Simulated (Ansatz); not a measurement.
```yaml
crystal:
  periodic: [false, false, false]
  atoms:
    - {symbol: C, position_ang: [-1.908839, -0.394933, 0.775797]}
    - {symbol: C, position_ang: [-0.518528, 0.092989, 0.568216]}
    - {symbol: C, position_ang: [0.253238, -0.174510, -0.479118]}
    - {symbol: F, position_ang: [-0.230462, -0.962193, -1.476316]}
    - {symbol: Si, position_ang: [2.001034, 0.429765, -0.753196]}
    - {symbol: H, position_ang: [-2.239094, -1.026350, -0.047968]}
    - {symbol: H, position_ang: [-2.602622, 0.445945, 0.868775]}
    - {symbol: H, position_ang: [-1.981163, -0.968492, 1.704579]}
    - {symbol: H, position_ang: [-0.080016, 0.726814, 1.332752]}
    - {symbol: H, position_ang: [2.371934, 1.268567, 0.413990]}
    - {symbol: H, position_ang: [2.931694, -0.722139, -0.870871]}
    - {symbol: H, position_ang: [2.079824, 1.229440, -2.002638]}
basis:
  gaussian: {orbitals: "def2-QZVPP.json"}
hamiltonian: {xc: {name: wB97M-V}}
output: {orbitals: {seedname: orbitals}}
```

Work out the structure from the coordinates.

The molecule is C₃H₇FSi. As SMILES it reads `C/C=C(\F)[SiH3]`. It has no ring. Among its groups: alkene, C–F bond, Si–H bond. The point group is Cs. Coordination: 1 C tetrahedral; 2 C trigonal planar; 1 Si tetrahedral.

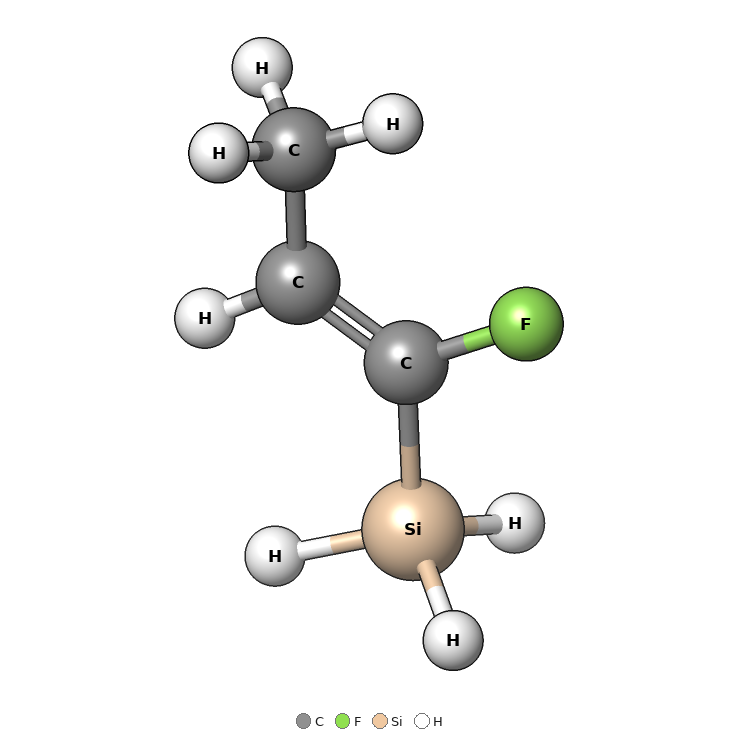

Figure made from data computed with Ansatz.
